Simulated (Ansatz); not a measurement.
# Computed against measured: atomisation enthalpy at 298 K

6 molecules with two or more fluorines; the atomisation enthalpy at 298 K in kJ/mol, computed less measured. Shapes, held fixed at every level: PBE0-D4/def2-TZVP. Thermal terms are harmonic and unscaled (PBE0-D4/def2-TZVP); the spin-orbit lowering of the free atoms is taken from their spectra. Programs: Ansatz 0.2.0. Measured values: Active Thermochemical Tables, CRC Handbook of Chemistry and Physics, NIST-JANAF tables.

Levels: A = PBE-D4/def2-TZVPP; B = wB97M-V/def2-TZVPP; C = CCSD(T)/def2-SVP; D = CCSD(T)/def2-TZVPP.

```json
{"molecule": "BHF2 (SMILES FBF)", "from tabulated heats": "1681", "A": "+36", "B": "+4", "C": "-65", "D": "-40"}
{"molecule": "B(OH)F2", "from tabulated heats": "2280", "A": "+66", "B": "+12", "C": "-98", "D": "-53"}
{"molecule": "SiF4 (SMILES F[Si](F)(F)F)", "from tabulated heats": "2382", "A": "-10", "B": "-32", "C": "-258", "D": "-80"}
{"molecule": "C2H2F2 (vinylidene fluoride)", "from tabulated heats": "2361", "A": "+127", "B": "+26", "C": "-99", "D": "-54"}
{"molecule": "SF6 (sulfur hexafluoride)", "from tabulated heats": "1974", "A": "+129", "B": "+6", "C": "-403", "D": "-115"}
{"molecule": "C4F8 (octafluorocyclobutane)", "from tabulated heats": "5045", "A": "+353", "B": "+52", "C": "-247", "D": "-159"}
```

Problem. Sum up the errors.

Solution. 
```csv
level,kind,mean error,mean absolute error,worst case
PBE-D4/def2-TZVPP,GGA,+116.8,120.2,C4F8
wB97M-V/def2-TZVPP,range-separated hybrid,+11.3,22.0,C4F8
CCSD(T)/def2-SVP,coupled cluster or CI,-195.0,195.0,SF6
CCSD(T)/def2-TZVPP,coupled cluster or CI,-83.5,83.5,C4F8
```

On this set wB97M-V/def2-TZVPP has the smallest mean absolute error and CCSD(T)/def2-SVP the largest. PBE-D4/def2-TZVPP is too high in 5 of 6; wB97M-V/def2-TZVPP is too high in 5 of 6; CCSD(T)/def2-SVP is too low in 6 of 6; CCSD(T)/def2-TZVPP is too low in 6 of 6. The heats of C4F8 come from older tables and can be uncertain by 10 kJ/mol or more. Heats of the atoms come from ATcT where it has them, that of boron, 570 kJ/mol, from recent work. The levels differ in basis as well as in method. With so many references in doubt the order of the levels isn't settled. The tabulated values of BHF2, B(OH)F2, C2H2F2 are in doubt (older tables, estimates, or at odds with other calculations) and kept here. Over the 3 molecules whose values aren't doubted the mean absolute errors are A 164.0; B 30.0; C 302.7; D 118.0. For wB97M-V/def2-TZVPP the error tends to grow with the atomisation enthalpy. Correlated wave functions converge slowly with the basis. The set is small.

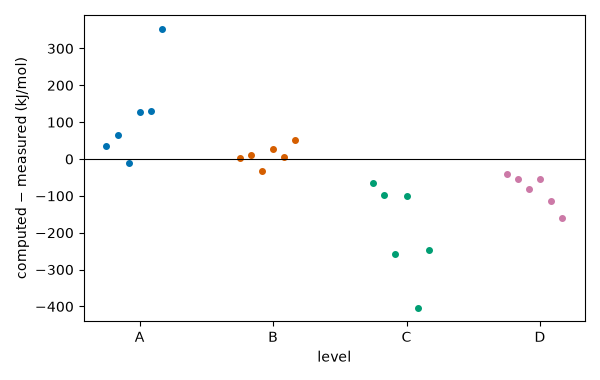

Errors of each level, one point a molecule.
